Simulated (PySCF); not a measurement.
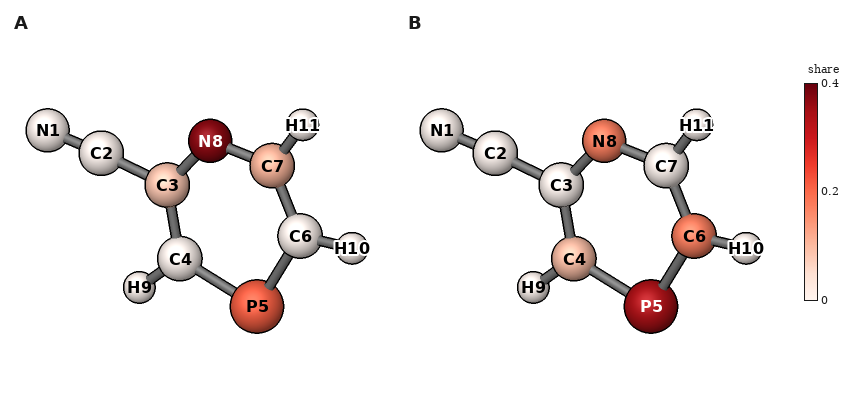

Each panel colours the atoms by their Löwdin share in one orbital (up to four of the largest shares; other atoms are shown as zero). Computed geometry: GFN2-xTB optimisation. No frequency run is at hand to confirm it as a minimum. Level of theory: CAM-B3LYP/def2-SVPD (PySCF 2.14.0).

The panels show the HOMO, LUMO, in some order. Which is which?

A: HOMO, −9.65 eV; N8 0.37, P5 0.21, C7 0.10, C3 0.08
B: LUMO, −1.77 eV; P5 0.34, N8 0.17, C6 0.17, C4 0.10

The geometry is semi-empirical. Around P such bond lengths and angles can be off by a tenth of an ångström or more and by several degrees, and values that hang on the shape move with them.
